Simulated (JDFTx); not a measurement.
System: Os(0001) (P6_3/mmc bulk; lattice of mp-49, not re-optimised at this level), 1x1 cell of 4 atoms in 4 planes, area 6.53 Å² a face, 6.4 Å between the outermost planes in a cell 22.5 Å high; k mesh 10×10×1, Fermi width 0.01 Ha, no spin polarisation.

Computed with a modified build of JDFTx: PBE, GBRV ultrasoft potentials, plane waves to 20/100 Ha. Liquid on both sides: CANDLE, water, 1 M NaCl; nuclei fixed, outer atoms relaxed in vacuum. U vs SHE = −μ/e − 4.44 V throughout (conventional absolute potential of the hydrogen electrode). Both faces are the same ideal termination; reconstructions, overlayers and chemisorbed solvent are outside this model. On the negative side CANDLE's cavity feels the periodic box, so those points shift with the cell height. Convergence in thickness and k mesh wasn't tested for this slab.

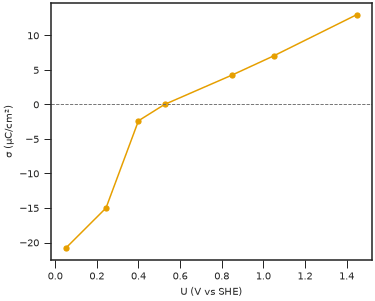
Fig. 1. Surface charge density of Os(0001) against potential

**Question.** Read off the potential of zero charge and the mean capacitance σ/(U − U_pzc) at the computed point just above it.

**Answer.** U_pzc ≈ 0.53 V. At 0.85 V it is about 13 μF/cm².
